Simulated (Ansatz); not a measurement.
C2H3NOS: several calculations on one system

## 1. Relaxation

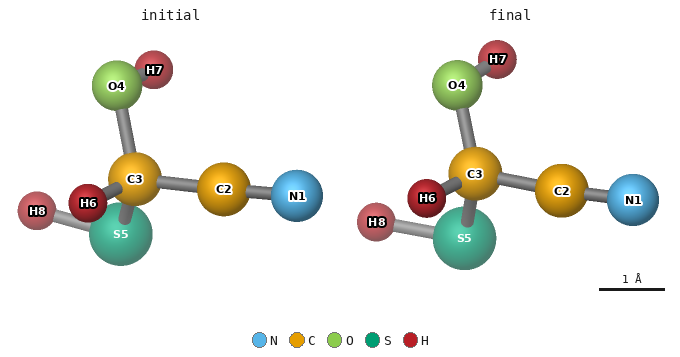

The structure of C2H3NOS before (left) and after (right) a relaxation, at one scale.

Style: ball-and-stick. Shown from a free direction.

The run prepares an end point of a later path (torsion) calculation, from a guessed geometry.

All numbers below come from RKS LDA/6-31G (Ansatz 0.2.0).

The input:
```yaml
crystal:
  periodic: [false, false, false]
  atoms:
    - { symbol: "N", position_ang: [1.2428, -1.926, 1.3964] }
    - { symbol: C, position_ang: [0.684, -0.964, 0.8858] }
    - { symbol: C, position_ang: [0.021, 0.2091, 0.2278] }
    - { symbol: O, position_ang: [0.8777, 0.6463, -0.8976] }
    - { symbol: S, position_ang: [-1.6473, -0.1339, -0.3023] }
    - { symbol: H, position_ang: [0.0304, 1.0594, 0.9458] }
    - { symbol: H, position_ang: [0.7271, -0.0713, -1.5492] }
    - { symbol: H, position_ang: [-1.8436, 1.1233, -0.7625] }
basis:
  gaussian: { orbitals: "6-31G" }
hamiltonian:
  xc: lda
relax:
  f_tol: 0.015
  max_steps: 40
```

Run as
```bash
ansatz run input.yaml --threads 1 --pin off --max-ram 2048MiB --backend cpu --events-out ev --progress --plain --runs-dir out
```

Question: Summarise the run.

Answer: After 6 accepted moves (7 points after the start) the energy has fallen by 37.3 kJ/mol. The largest force component goes from 3.5 to 0.015 eV/Å. The line search rejected the trial step at point 6 of the run. H7 moves most after the best rigid fit: 0.20 Å. Largest moves by element: H 0.20 Å, N 0.13 Å, C 0.10 Å, S 0.09 Å, O 0.01 Å. Some distances before and after: C3–S5 1.784 → 1.912 Å, C3–O4 1.480 → 1.408 Å, C2–C3 1.500 → 1.451 Å, N1–C2 1.224 → 1.179 Å. Among the angles between lasting bonds that change: C3–O4–H7 101.5° → 110.4°, C2–C3–S5 113.2° → 105.7°, C2–C3–O4 108.0° → 113.6°. Cost: 20 s on 1 thread of Arm Neoverse V1 (shared host), peak memory 0.15 GiB.

## 2. Relaxation

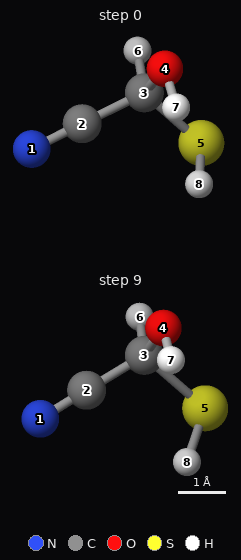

The structure of C2H3NOS before (top) and after (bottom) a relaxation, at one scale.

Style: ball-and-stick. Shown from a free direction.

The run prepares an end point of a later path (torsion) calculation, from a guessed geometry.

Computed with Ansatz 0.2.0, RKS LDA/6-31G.

The input:
```yaml
crystal:
  periodic: [false, false, false]
  atoms:
    - { symbol: "N", position_ang: [1.2428, -1.926, 1.3964] }
    - { symbol: C, position_ang: [0.684, -0.964, 0.8858] }
    - { symbol: C, position_ang: [0.021, 0.2091, 0.2278] }
    - { symbol: O, position_ang: [0.8777, 0.6463, -0.8976] }
    - { symbol: S, position_ang: [-1.6473, -0.1339, -0.3023] }
    - { symbol: H, position_ang: [0.0304, 1.0594, 0.9458] }
    - { symbol: H, position_ang: [0.7271, -0.0713, -1.5492] }
    - { symbol: H, position_ang: [-1.25924, -1.1074, -1.15821] }
basis:
  gaussian: { orbitals: "6-31G" }
hamiltonian:
  xc: lda
relax:
  f_tol: 0.015
  max_steps: 40
output:
  orbitals: {}
```

Launched with:
```bash
ansatz run input.yaml --threads 1 --pin off --max-ram 2048MiB --backend cpu --events-out ev --progress --plain --runs-dir out
```

**What changed between the two?**

The atom that moves furthest after the best rigid fit is H8 (0.50 Å). By element the largest moves are H 0.50 Å, N 0.21 Å, O 0.13 Å, C 0.10 Å, S 0.08 Å. Among the contacts that change: C3–S5 1.784 → 1.913 Å, C3–O4 1.480 → 1.407 Å, C2–C3 1.500 → 1.449 Å, N1–C2 1.224 → 1.180 Å. Among the angles between lasting bonds that change: C3–O4–H7 101.5° → 111.3°, S5–C3–H6 110.3° → 103.1°, C2–C3–O4 108.0° → 113.1°. Groups turn about C3–S5 by about 25°. After 8 accepted moves (9 points after the start) the energy has fallen by 41.9 kJ/mol. Largest force component: 3.3 eV/Å at the start, 0.0071 eV/Å at the end. The line search rejected the trial step at point 3 of the run. The run took 25 s on 1 thread of Arm Neoverse V1 (shared host), peak memory 0.15 GiB.

## 3. Path

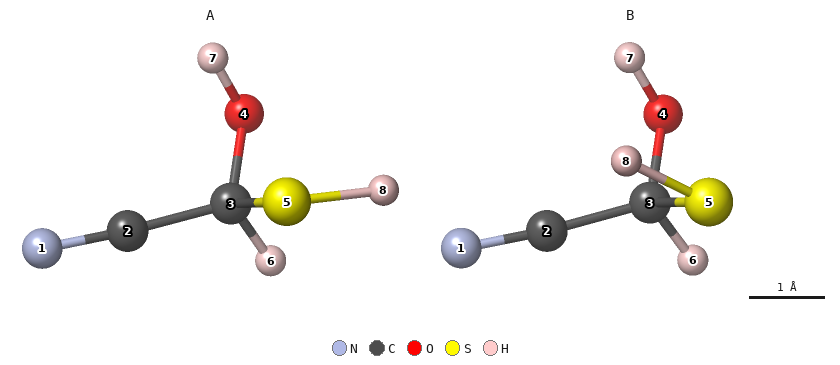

The two relaxed end points of a path for C2H3NOS. Style: ball-and-stick. Shown from a free direction.

Level of theory: RKS LDA/6-31G (Ansatz 0.2.0).

Input file:
```yaml
crystal:
  periodic: [false, false, false]
  atoms:
    - { symbol: "N", position_ang: [1.119148, -1.903575, 1.366622] }
    - { symbol: C, position_ang: [0.641541, -0.944369, 0.875731] }
    - { symbol: C, position_ang: [0.115744, 0.230825, 0.205918] }
    - { symbol: O, position_ang: [0.886468, 0.644151, -0.897032] }
    - { symbol: S, position_ang: [-1.687397, -0.201678, -0.261379] }
    - { symbol: H, position_ang: [0.081921, 1.08901, 0.897703] }
    - { symbol: H, position_ang: [0.920323, -0.072409, -1.584447] }
    - { symbol: H, position_ang: [-1.985649, 1.100946, -0.658915] }
basis:
  gaussian: { orbitals: "6-31G" }
hamiltonian:
  xc: lda
neb:
  order_check: false
  images: 5
  f_tol: 0.05
  max_iterations: 60
  initial_path: idpp
  final_atoms:
    - { symbol: "N", position_ang: [0.57381985, -1.96067124, 1.14667637] }
    - { symbol: C, position_ang: [0.3995787, -0.85492368, 0.77361165] }
    - { symbol: C, position_ang: [0.22733625, 0.47592136, 0.22578123] }
    - { symbol: O, position_ang: [1.06083656, 0.73059155, -0.87911228] }
    - { symbol: S, position_ang: [-1.63816748, 0.74734725, -0.10199935] }
    - { symbol: H, position_ang: [0.46416404, 1.25032812, 0.97426663] }
    - { symbol: H, position_ang: [0.87439544, 0.10108715, -1.62288729] }
    - { symbol: H, position_ang: [-1.86986435, -0.5467795, -0.57213595] }
```

Run as
```bash
ansatz run input.yaml --threads 1 --pin off --max-ram 2048MiB --backend cpu --events-out ev --progress --plain --runs-dir out
```

Question: What barrier does the band find between them, and by what path?

Answer: The highest point, image 3, lies 0.167 eV above the start and 0.129 eV above the end; the end is at +0.038 eV relative to the start. The motion is a rotation about the C3–S5 bond by about 150°. No bond forms or breaks between the ends. Among the angles between lasting bonds that change up to the highest image: S5–C3–H6 107.5° → 104.1°, C2–C3–S5 105.7° → 108.4°. The band is converged.

Energies of the converged images:

| image | path (Å) | E (eV) |
| --- | --- | --- |
| 0 | 0.00 | 0.000 |
| 1 | 0.45 | 0.036 |
| 2 | 0.90 | 0.122 |
| 3 | 1.35 | 0.167 |
| 4 | 1.83 | 0.127 |
| 5 | 2.31 | 0.064 |
| 6 | 2.78 | 0.038 |

The geometry at the top of the path:

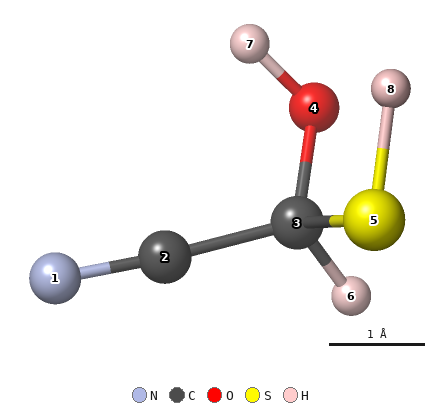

The run took 62 s on 1 thread of Arm Neoverse V1 (shared host), peak memory 0.1 GiB.
